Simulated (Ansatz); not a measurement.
C₃H₆Ge

```xyz
10

C     0.9644    2.0823   -1.3484
C     0.2589    1.3219   -0.7341
Ge   -0.8317    0.0984    0.2384
C     0.2138   -1.4904    0.6556
H     1.5855    2.7570   -1.8916
H    -1.3066    0.8080    1.5166
H    -2.0468   -0.2449   -0.6382
H    -0.3939   -2.2048    1.2123
H     1.0806   -1.2178    1.2578
H     0.5589   -1.9610   -0.2653
```

Geometry: PBE0-D4/def2-TZVP.

All numbers below come from RKS PBE0-D4/def2-TZVPP in Ansatz 0.2.0.

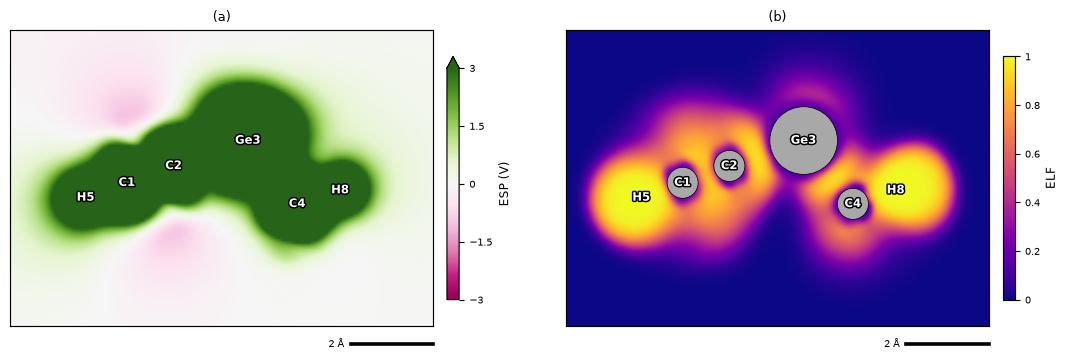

Figure 1. (a) molecular electrostatic potential; (b) electron localisation function on the plane of atoms C2, Ge3 and C4. Grey discs cover the atomic cores in the ELF map.

Q: What do the fields say about this system?

A:
- Atoms in the plane: C, Ge and H.
- C–C (1.21 Å): the ELF peaks at about 0.85 between the atoms; a multiple bond.
- C–Ge (1.91 Å): the ELF peaks at about 0.95 in the valence shell of C, 0.7 Å from its nucleus, and is about 0.60 at the midpoint.
- C–H (1.07 Å): the ELF climbs to about 1 towards the hydrogen, as it does in any bond to H: a covalent bond by its length.
- C–Ge (1.95 Å): the ELF peaks at about 0.90 between the atoms, as expected for a covalent bond.
- Outside the dense part of the molecule the potential is most negative (−1.0 V) near C1.

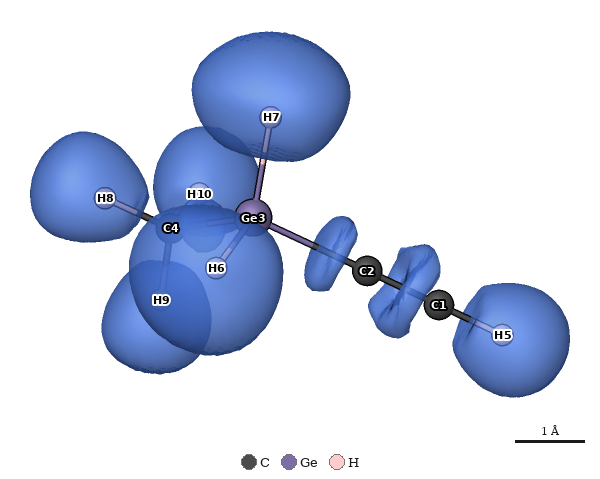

Figure 2. Isosurface of the ELF at 0.85 (blue), seen at an oblique angle. Core shells and regions of very low density are left out.

Q: Identify the bonds, lone pairs and shells in this picture.

A: At this value the surface marks out one region between bonded C–C atoms (shared pairs), one region between bonded C–Ge atoms (shared pairs), six regions around hydrogen nuclei and one lobe of the valence shell of C pointing towards Ge (polar bonds).

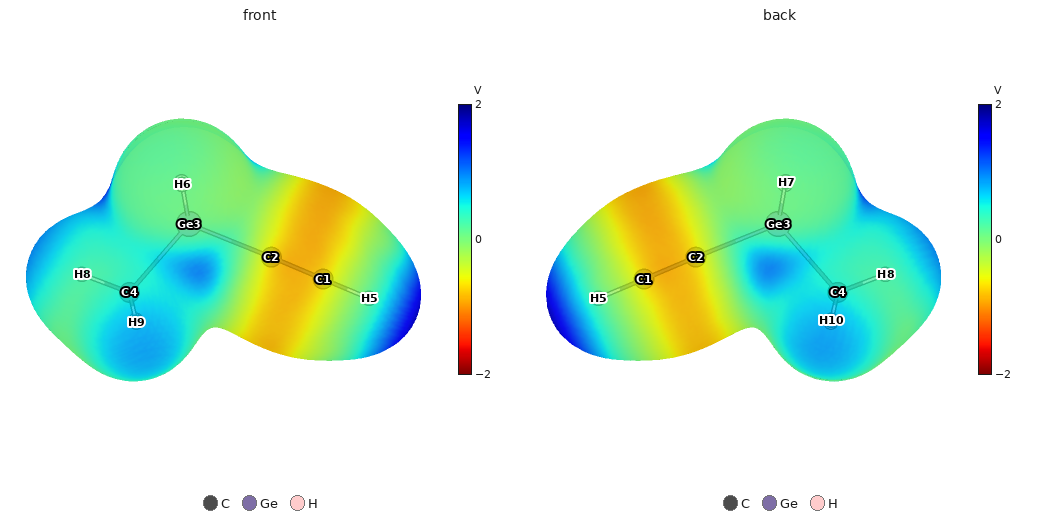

Figure 3. The electrostatic potential painted on the density surface at 0.002 e/bohr³, seen from the front and from behind; red is negative and blue positive.

Q: Which sites attract a positive test charge, and which a negative one?

A: A positive charge is drawn to the negative regions and a negative charge to the positive ones. The most negative region (about −0.9 V) lies over C1 and C2, the most positive (about +1.7 V) over H5.
